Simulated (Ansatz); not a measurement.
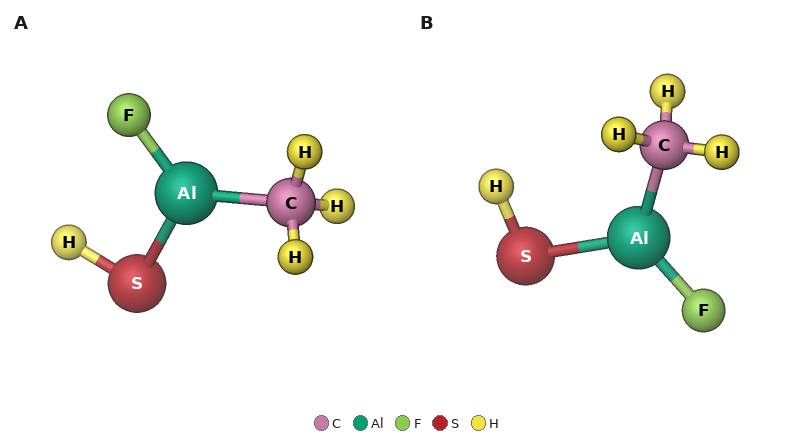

2 stationary structures of one formula. Geometries: PBE0-D4/def2-TZVP. Electronic energies: PBE-D4/def2-TZVPP (Ansatz 0.2.0), without zero-point energy. No frequency run is at hand to confirm each as a minimum.

**Rank them by energy, lowest first.**

A is lowest; B lies 0.2 kcal/mol above it.

Give E(B) − E(A) in kcal/mol at these levels too: B3LYP-D4/def2-TZVPP; CCSD(T)/CBS (from def2-TZVPP and def2-QZVPP); PBE0-D4/def2-TZVPP; ωB97X-V/def2-TZVPP; r2SCAN-D4/def2-TZVPP; PBE0-D4/def2-TZVP; RHF-CCSD(T) (frozen core)/def2-TZVPP; ωB97M-V/def2-TZVPP.

```
                                       level  E(B) − E(A) (kcal/mol)
                         B3LYP-D4/def2-TZVPP                    +0.2
CCSD(T)/CBS (from def2-TZVPP and def2-QZVPP)                    +0.1
                          PBE0-D4/def2-TZVPP                    +0.2
                          ωB97X-V/def2-TZVPP                    +0.2
                        r2SCAN-D4/def2-TZVPP                    +0.2
                           PBE0-D4/def2-TZVP                    +0.2
        RHF-CCSD(T) (frozen core)/def2-TZVPP                    +0.1
                          ωB97M-V/def2-TZVPP                    +0.2
```
